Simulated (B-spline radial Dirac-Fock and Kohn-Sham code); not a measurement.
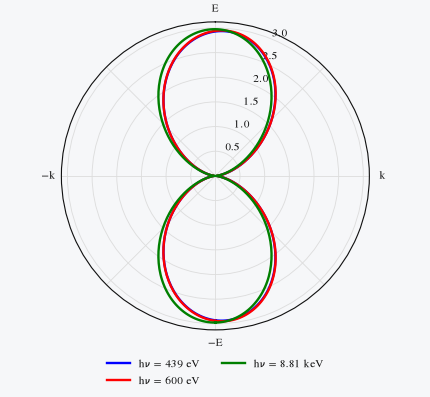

Figure. Angular distribution of photoelectrons from O1 (5s) in the plane of the polarisation E (up) and the photon direction k (right), relative to an isotropic one. The figure is for Tb²⁺. Computed with a radial B-spline solver: a Dirac–Hartree–Slater potential; 1 + βP₂(cos θ) + (δ + γ cos²θ) sin θ cos φ with E1 and E1–E2 terms. Open shells are averaged over j.

Summarise the result.

At 439 eV, β = 1.929, γ = 0.370 and δ = 0.000. At 600 eV, β = 1.941, γ = 0.378 and δ = 0.000. At 8.81 keV, β = 1.975, γ = −0.035 and δ = −0.001. At 8.81 keV the emission 45° forward of E is 0.98 times that 45° backward, and the lobe peaks 0° from E.
